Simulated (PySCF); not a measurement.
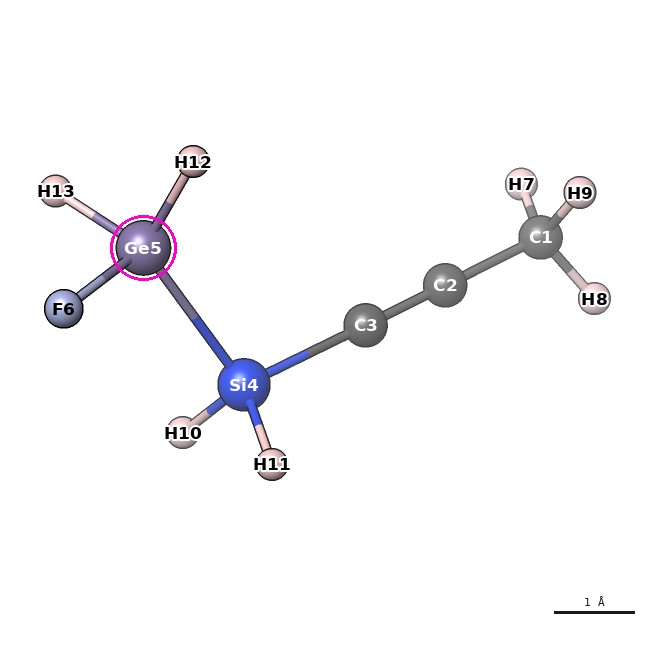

Orthographic view. Distant atoms are faded towards the background colour. The computed structure is the end point of a GFN2-xTB optimisation. No frequency run is at hand to confirm it as a minimum.

Which atoms are bonded to the circled atom?

Answer. The circled atom is Ge5; it is bonded to Si4, F6, H12, H13.

Of C1 and H9, which is nearer the viewer?

Answer. H9; the bond to C1 points away from the viewer, so it looks shorter than its 1.09 Å.

Which atom is farthest from the viewer?

Answer. H7, 2.2 Å behind the mean position.

Which two atoms are farthest apart in space?

Answer. F6 and H8, 7.93 Å.
